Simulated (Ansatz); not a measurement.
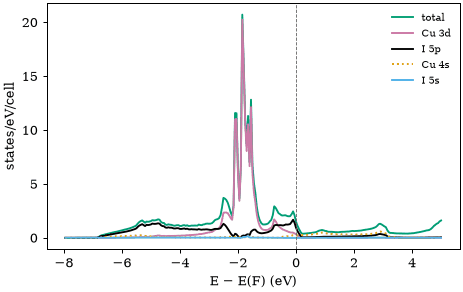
*Total and projected density of states of CuI (CsCl type, Pm-3m), DFT-PBEsol in the program Ansatz with PAW potentials*

Problem. Which orbitals carry the states next to the Fermi level?

Solution. Within 0.5 eV of the Fermi level: I 5p 56 %, Cu 3d 25 %, Cu 4s 16 %. Projections are on Löwdin-orthogonalised atomic valence shells; empty p or d shells of many metals are not among them.

Problem. Where is the tallest occupied peak in this window, and what makes it?

Solution. Near -1.8 eV, about 21 states/eV per cell; the largest projected share is Cu 3d.

The start of the workflow was typed in or built on a structure type; neither database checked (COD, Materials Project) lists it. It is not the phase usual at ambient conditions (space group No. 216). Symmetry was held in the PBEsol relaxation. At this level the phase is dynamically unstable (imaginary phonons). The workflow began spin-polarised and lost its moments. Its formation energy is positive at this level, so the cell may be metastable or incomplete. Scalar-relativistic: spin–orbit coupling is off unless named, which matters more the heavier the elements.

Potentials: the later of the program's two PAW sets.
